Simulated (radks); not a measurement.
# Rb: atomic calculation

A free Rb atom in the configuration [Ar] 3d10 4s2 4p5 4f1 5s1 (high spin). Computed at this level: scalar-relativistic Kohn-Sham, Wu-Cohen GGA, spin-polarised, spherical densities, finite nucleus (the in-house radial solver radks).

**Input file**
```
Z 37
configuration [Ar] 3d10 4s2 4p5 5s1 4f1 4d0 5p0
relativity scalar-relativistic
functional wc,pbe
spin polarised
nucleus finite rms 4.2036 fm
c 137.035999084
```

Energies in input and log are in hartree, lengths in bohr (the nuclear radius in fm).

Hardware: 1 CPU thread, shared host.

**Output**
```
1s      1   1.0000        -552.76886386
2s      1   1.0000         -74.18126016
2p      1   3.0000         -65.82910225
3s      1   1.0000         -11.33467352
3p      1   3.0000          -8.65506150
3d      1   5.0000          -4.21656362
4s      1   1.0000          -1.53422846
4p      1   3.0000          -0.92689530
5s      1   1.0000          -0.24484039
4f      1   1.0000          -0.01693078
4d      1   0.0000          -0.18945750
5p      1   0.0000          -0.13899704
1s      2   1.0000        -552.76471126
2s      2   1.0000         -74.17874268
2p      2   3.0000         -65.82540481
3s      2   1.0000         -11.32921834
3p      2   3.0000          -8.64902928
3d      2   5.0000          -4.20965560
4s      2   1.0000          -1.49654082
4p      2   2.0000          -0.88757420
5s      2   0.0000          -0.19515229
4f      2   0.0000           0.00008964
4d      2   0.0000          -0.14434045
5p      2   0.0000          -0.08823594
Etot -2979.8928885090572
Ekin 3051.8455543728005
Encl -7169.165214355049
Eh 1237.173615890196
Exc -99.74684441700431
err 3.730555259921228e-09
it 28
```

**Orbitals**

```csv
orbital,occupation,energy (eV),⟨r⟩ (bohr),outer maximum (bohr)
1s up,1,−15041.6,0.04030,0.0263
1s down,1,−15041.5,0.04030,0.0263
2s up,1,−2018.6,0.1779,0.150
2s down,1,−2018.5,0.1779,0.150
2p up,3,−1791.3,0.1551,0.120
2p down,3,−1791.2,0.1551,0.120
3s up,1,−308.432,0.5108,0.451
3s down,1,−308.284,0.5107,0.451
3p up,3,−235.516,0.5189,0.446
3p down,3,−235.352,0.5187,0.446
3d up,5,−114.739,0.5253,0.393
3d down,5,−114.551,0.5247,0.393
4s up,1,−41.748,1.426,1.25
4s down,1,−40.723,1.424,1.25
4p up,3,−25.222,1.653,1.40
4p down,2,−24.152,1.649,1.40
5s up,1,−6.662,3.975,3.55
4f up,1,−0.461,16.30,16.0
```

**Slater integrals of the outer shells (hartree)**

```
 integral   value
F0(4f,4f)  0.0554
F2(4f,4f)  0.0322
F4(4f,4f)  0.0220
F6(4f,4f)  0.0165
F0(4f,5s)  0.0680
G3(4f,5s)  0.0013
F0(4f,4p)  0.0682
F2(4f,4p)  0.0016
G2(4f,4p)  0.0001
G4(4f,4p)  0.0000
F0(4f,4s)  0.0682
G3(4f,4s)  0.0000
F0(4f,4d)  0.0681
F2(4f,4d)  0.0050
```

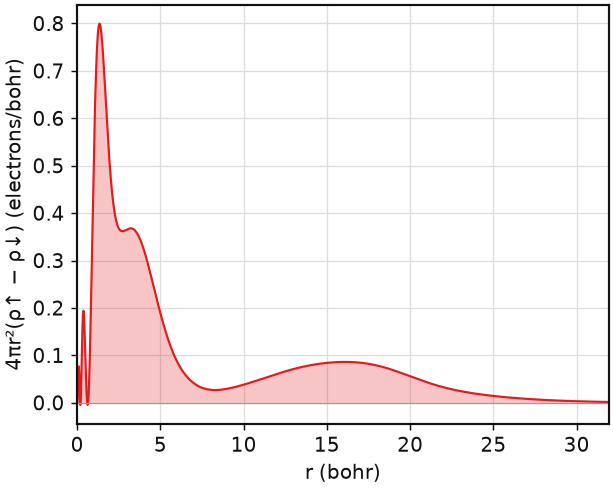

The radial spin density. The curve integrates to 3 unpaired electrons, held by 4p (+1), 4f (+1) and 5s (+1). Its largest value, 0.800 electrons/bohr, lies near r = 1.3 bohr. Regions of the opposite sign are negligible.

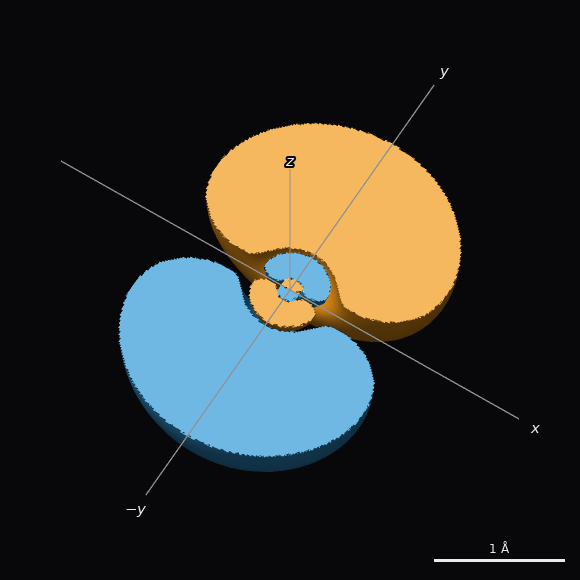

One occupied orbital of down spin is shown. The surface of constant |ψ| that holds about 90 % of the electron is drawn, orange where ψ is positive and blue where it is negative, with the half in front of the xy plane cut away and the cut face painted. The radial function comes from the spherical calculation and is multiplied by a real spherical harmonic; the overall sign is chosen so that the largest lobe of P(r) is positive; at the scalar-relativistic level it is the large component. It is 4p(y) of down spin. It has the nodal plane xz and 2 radial nodes, at r = 0.187 and 0.639 bohr. The outermost maximum of P² lies at 1.40 bohr, ⟨r⟩ = 1.65 bohr, 90 % of the charge lies within 2.47 bohr, and the eigenvalue is −24.2 eV, with 2 electrons in the shell for this spin.

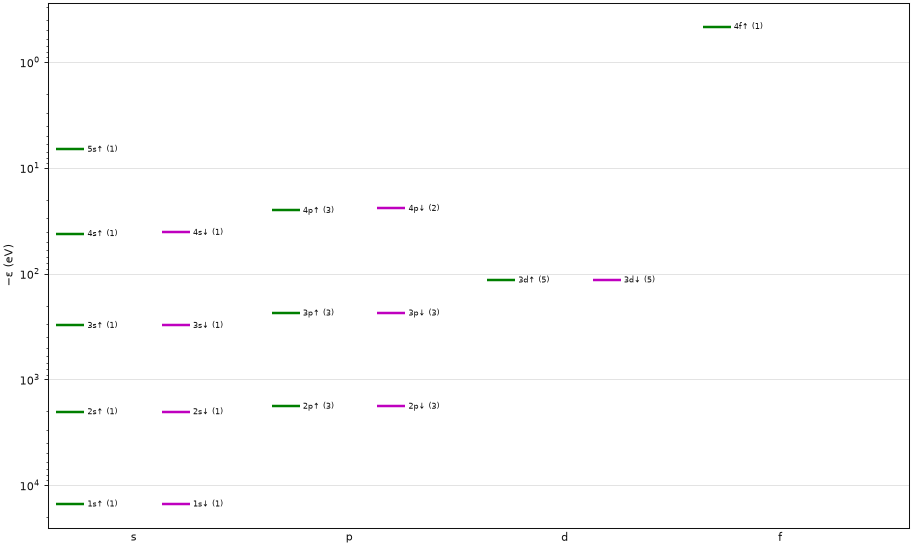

All occupied levels, on a logarithmic scale of binding energy, are drawn by angular momentum (occupations in brackets, up spins at the left of each column and down spins at the right). The highest occupied level is 4f up at −0.461 eV. The highest 6 occupied levels, from the top down, are 4f up (−0.461 eV), 5s up (−6.66 eV), 4p down (−24.2 eV), 4p up (−25.2 eV), 4s down (−40.7 eV), 4s up (−41.7 eV). The largest exchange splitting (down less up) among the shells drawn in both spins is that of 4p, 1.07 eV.

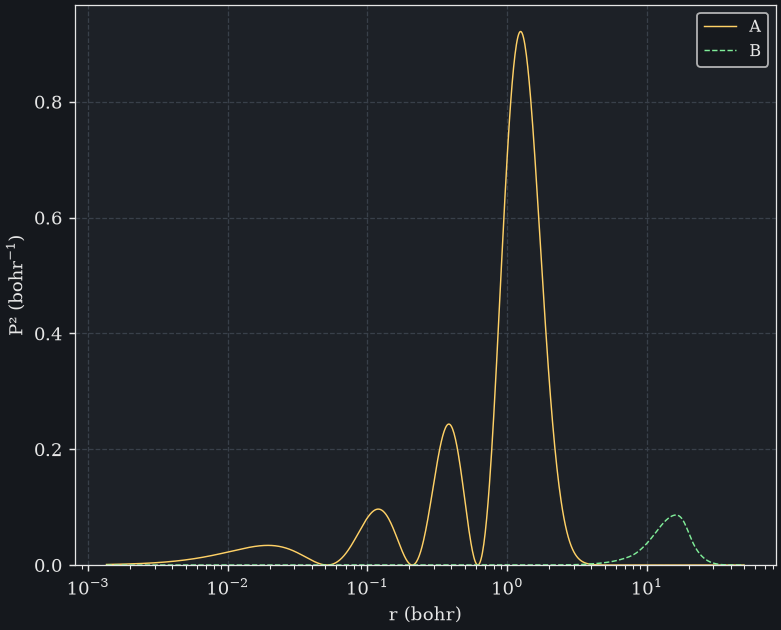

The radial probability densities P² of 4f up and 4s up. A is 4s up; B is 4f up. 4s up: outer maximum at 1.25 bohr, ⟨r⟩ = 1.43 bohr, 3 nodes, eigenvalue −41.7 eV; 4f up: outer maximum at 16.0 bohr, ⟨r⟩ = 16.3 bohr, 0 nodes, eigenvalue −0.461 eV.

**Key numbers**

| quantity | value |
| --- | --- |
| outcome | converged |
| total energy | −2979.8929 hartree |
| kinetic energy | 3051.8456 hartree |
| electron–nucleus energy | −7169.1652 hartree |
| Hartree energy | 1237.1736 hartree |
| exchange–correlation energy | −99.746844 hartree |
| radius at density 0.001 e/bohr³ | 4.55 bohr |
| SCF iterations | 28 |
